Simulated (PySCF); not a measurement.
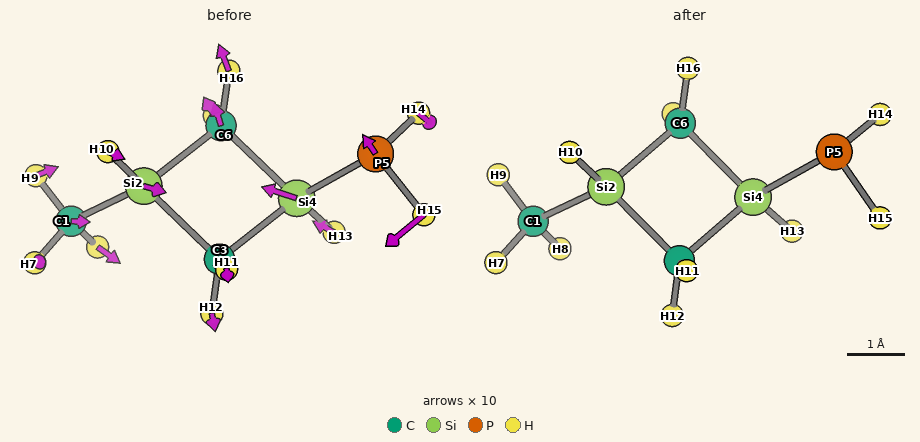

The structure of C3H11PSi2 before (left) and after (right) a relaxation, at one scale. The purple arrows give the displacements, magnified 10 times.

A ball-and-stick model, seen at a tilt.

The start comes from GFN2-xTB.

Level of theory: PBE0-D3(BJ)/def2-SVP geometry optimisation, gas phase (PySCF). 

Question: Describe what moved and what it gained.

Answer: Over 7 geometry steps the energy falls by 0.173 eV. Largest force component: 1.2 eV/Å at the start, 0.021 eV/Å at the end. An H atom moves most after the best rigid fit: 0.11 Å. Largest moves by element: H 0.11 Å, Si 0.07 Å, C 0.05 Å, P 0.04 Å. Among the contacts that change: H–P 1.383 → 1.430 Å, H–Si 1.474 → 1.499 Å, P–Si 2.244 → 2.266 Å, C–Si 1.895 → 1.876 Å. Among the angles between lasting bonds that change: Si–C–Si 91.6° → 87.7°, C–Si–C 88.3° → 92.1°. The run took roughly 80 core-seconds on a shared host.
